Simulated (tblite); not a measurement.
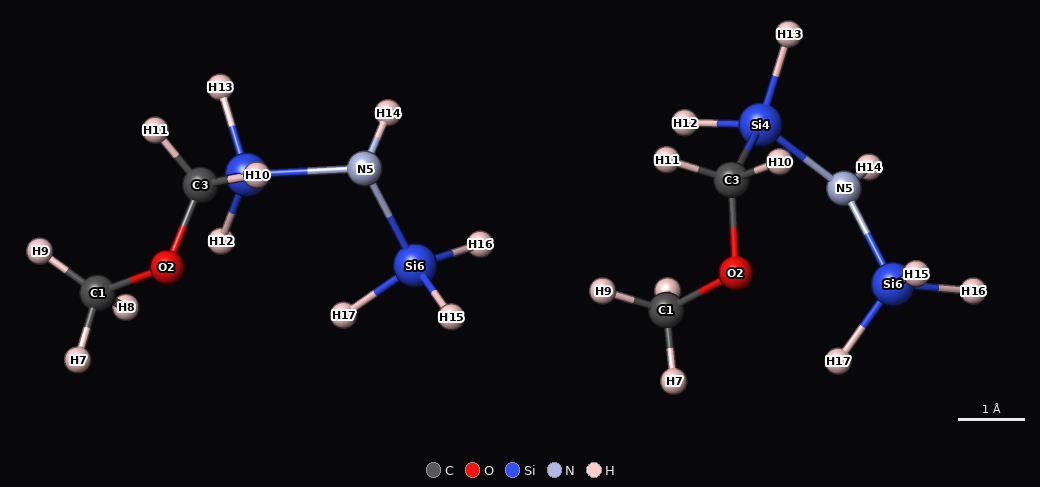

Two geometries of C₂H₁₁NOSi₂, drawn at one scale. One is the start of a relaxation, the other its converged end. Style: ball-and-stick. Shown at a tilt.

The calculation used tblite 0.8.0, GFN2-xTB geometry optimisation, gas phase. 

Which geometry has the lower energy?

Answer. The right one is the relaxed one. The largest move after the best rigid fit is that of H12, 2.00 Å. Largest moves by element: H 2.00 Å, N 1.06 Å, Si 0.87 Å, O 0.86 Å, C 0.86 Å. Some distances before and after: Si4–N5 1.802 → 1.719 Å, C3–Si4 1.844 → 1.908 Å, N5–Si6 1.809 → 1.750 Å, C3–H10 1.138 → 1.091 Å. Among the angles between lasting bonds that change: Si4–N5–Si6 110.4° → 130.9°, N5–Si6–H16 112.4° → 102.6°, N5–Si4–H13 104.6° → 112.4°. Groups turn about C3–Si4 by about 70°. Over 227 geometry steps the energy falls by 90.4 kJ/mol. Cost: 1.5 s on 1 thread of Intel(R) Xeon(R) Platinum 8488C (shared host).
